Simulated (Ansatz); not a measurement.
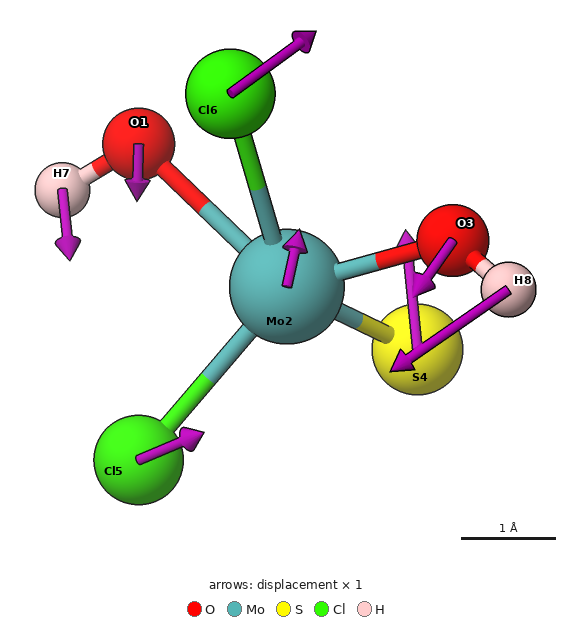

A relaxation of MoH$_{2}$SO$_{2}$Cl$_{2}$ (coarse preliminary run). The starting structure is drawn; purple arrows show the displacements, at their true length. The two geometries are superimposed by the best rigid fit.

A ball-and-stick model, seen at a tilt.

The start comes from a force field.

Method: Ansatz, RKS PBE-D4/def2-SVP. Set-up: force threshold 0.03 eV/Å; at most 200 steps.

Describe the change and its energy.

Answer. The atom that moves furthest after the best rigid fit is H8 (1.56 Å). Largest moves by element: H 1.56 Å, S 1.40 Å, Cl 1.31 Å, O 0.82 Å, Mo 0.66 Å. Some distances before and after: O1–Cl6 2.297 → 3.057 Å, O1–Mo2 2.298 → 1.873 Å, Mo2–Cl6 2.525 → 2.287 Å, Mo2–O3 1.979 → 1.873 Å. Among the angles between lasting bonds that change: O3–Mo2–Cl5 143.9° → 78.4°, O1–Mo2–Cl6 56.7° → 94.1°, S4–Mo2–Cl6 140.8° → 106.1°. The energy falls by 488.1 kJ/mol in 22 accepted moves (24 points after the start). The largest force component goes from 3.1 to 0.0099 eV/Å. The line search rejected the trial steps at points 19, 21 of the run. Cost: 49 s on 4 threads of Arm Neoverse V2, on a shared host.
